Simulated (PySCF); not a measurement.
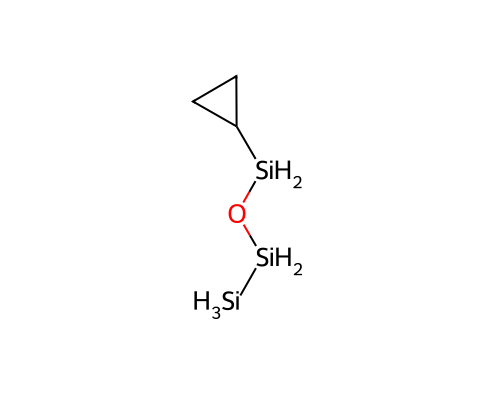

The drawing above gives the connectivity. The geometry was computed by an optimisation with GFN2-xTB. No frequency run is at hand to confirm it as a minimum.

Describe the 3D structure.

It has 19 atoms: 3 carbon, 12 hydrogen, 1 oxygen and 3 silicon (C3H12OSi3). Its SMILES string is `[SiH3][SiH2]O[SiH2]C1CC1`. Independent rings (smallest set): 1 of 3 members. Among its groups: Si–H bond, Si–O bond. This geometry has C1 symmetry. Coordination, clear cases only: 3 Si tetrahedral; 1 O bent.

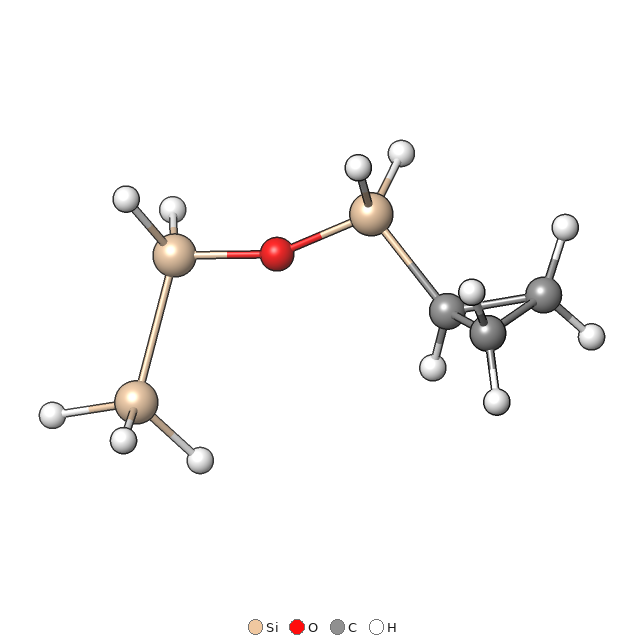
